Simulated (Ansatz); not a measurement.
**BHSCl (SMILES S[B]Cl): UCCSD/STO-3G**

Aim: the vertical doublet–quartet gap of BHSCl at UCCSD/STO-3G, from 2 runs. 

The calculation is run with Ansatz 0.2.0.

75 further runs of the same task are left out: 2 that didn't finish, 73 set aside as unsound or not needed.

### Step 1. The system as given

BHSCl has 4 atoms, charge 0, and is taken as a doublet. SMILES: `S[B]Cl`. The coordinates come from a PBE0-D4/def2-TZVP relaxation.

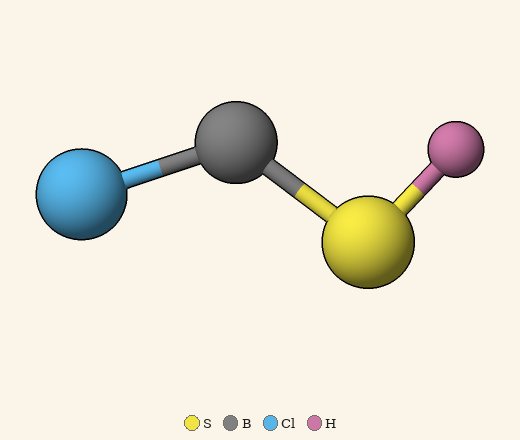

Viewed from a chosen angle; sulfur yellow, boron grey, chlorine blue, hydrogen pink.

### Step 2. A single-point energy at UCCSD/STO-3G

The input, in.yaml:

```yaml
crystal:
  periodic: [false, false, false]
  atoms:
    - {symbol: S, position_ang: [0.566400, -0.789100, 0.531400]}
    - {symbol: B, position_ang: [-0.299600, 0.475700, -0.345800]}
    - {symbol: Cl, position_ang: [-2.014100, 0.616000, -0.427300]}
    - {symbol: H, position_ang: [1.802900, -0.362900, 0.221400]}
basis:
  gaussian: {orbitals: STO-3G}
magnetization: {spin_polarized: true, initial_magnetization: 1}
correlation: {method: ccsd, frozen_orbitals: {B: 1, Cl: 5, H: 0, S: 5}}
accuracy: high
scf: {omitted_lower_state_checks: [cluster_reference, increment]}
```

Command:

```console
$ ansatz run in.yaml --threads 1 --pin off --max-ram 2610MiB --events-out events.jsonl --progress --plain --runs-dir runs
```

Output, cut to the lines that bear on the results:

```text
Warning: RAYON_NUM_THREADS=1 ignored (pool sized by the plan → 1); use --threads N
Functional definition: HF
  name "HF"
[...]
427 factors; integrals over basis functions are off by at most 1.9e-8 eV
[...]
mean field -23747.48386699 eV, -872.7039354891 hartree, gradient 2.4e-8 eV, S^2 0.757379; 0 other end points of the search recorded, 0 dependent functions left out
11 core orbitals not correlated: weight in the atoms' cores, before any rotation towards them, 1.000 or more for the frozen orbitals, at most 0.000 for the correlated occupied ones
reference -23747.48386699 eV, -872.7039354891 hartree; 9, 8 occupied and 4, 5 virtual orbitals, 427 factors
second order -1.66392111 eV of doubles, -0.00000000 eV of singles
cycle   1  -1.93581281 eV  change   -2.7e-1 eV  update   7.6e-2
[...]
cycle  24  -2.18669084 eV  change   6.5e-10 eV  update  5.3e-10
Total energy: -23749.67055783 eV, -872.7842948953 hartree
Checks for a lower state left out: cluster_reference, increment
```

Run time: 0.34 s. Hardware: 1 thread of Arm Neoverse V1, shared host.

### Step 3. The quartet

The input, run.yaml:

```yaml
crystal:
  periodic: [false, false, false]
  atoms:
    - {symbol: S, position_ang: [0.566400, -0.789100, 0.531400]}
    - {symbol: B, position_ang: [-0.299600, 0.475700, -0.345800]}
    - {symbol: Cl, position_ang: [-2.014100, 0.616000, -0.427300]}
    - {symbol: H, position_ang: [1.802900, -0.362900, 0.221400]}
basis:
  gaussian:
    orbitals: STO-3G
magnetization:
  spin_polarized: true
  initial_magnetization: 3
correlation:
  method: ccsd
  frozen_orbitals: {B: 1, Cl: 5, H: 0, S: 5}
accuracy: high
scf:
  omitted_lower_state_checks: [cluster_reference, increment]
```

Command:

```console
$ ansatz run run.yaml --threads 1 --pin off --max-ram 2610MiB --events-out events.jsonl --progress --plain --runs-dir runs
```

Output, cut to the lines that bear on the results:

```text
Warning: RAYON_NUM_THREADS=1 ignored (pool sized by the plan → 1); use --threads N
[... 2 set-up lines as earlier in the session ...]
[...]
427 factors; integrals over basis functions are off by at most 1.9e-8 eV
[...]
mean field -23742.79623070 eV, -872.5316680331 hartree, gradient 7.8e-8 eV, S^2 3.758433; 0 other end points of the search recorded, 0 dependent functions left out
11 core orbitals not correlated: weight in the atoms' cores, before any rotation towards them, 1.000 or more for the frozen orbitals, at most 0.000 for the correlated occupied ones
reference -23742.79623070 eV, -872.5316680331 hartree; 10, 7 occupied and 3, 6 virtual orbitals, 427 factors
second order -0.97491659 eV of doubles, -0.00000000 eV of singles
cycle   1  -1.23570237 eV  change   -2.6e-1 eV  update   5.0e-2
[...]
cycle  24  -1.42787008 eV  change  -6.7e-10 eV  update   1.9e-9
Total energy: -23744.22410078 eV, -872.5841412906 hartree
Checks for a lower state left out: cluster_reference, increment
```

Wall time 0.34 s (1 thread of Arm Neoverse V1, shared host).

### Step 4. Results

Level: UCCSD/STO-3G, 11 core orbitals frozen.

| quantity | value |
| --- | --- |
| doublet: total energy | -872.78429 Eh |
| doublet: correlation energy (11 core orbitals frozen) | -80.4 mEh |
| doublet: ⟨S²⟩ of the reference determinant | 0.757 |
| doublet: T1 diagnostic | 0.018 |
| quartet: total energy | -872.58414 Eh |
| quartet: correlation energy (11 core orbitals frozen) | -52.5 mEh |
| quartet: ⟨S²⟩ of the reference determinant | 3.758 |
| quartet: T1 diagnostic | 0.011 |
| vertical energy of the quartet above the doublet | 5.446 eV |

At this shape the quartet lies 5.45 eV (526 kJ/mol) above the doublet. In a minimal basis such a difference can be off by several eV, whatever the method.
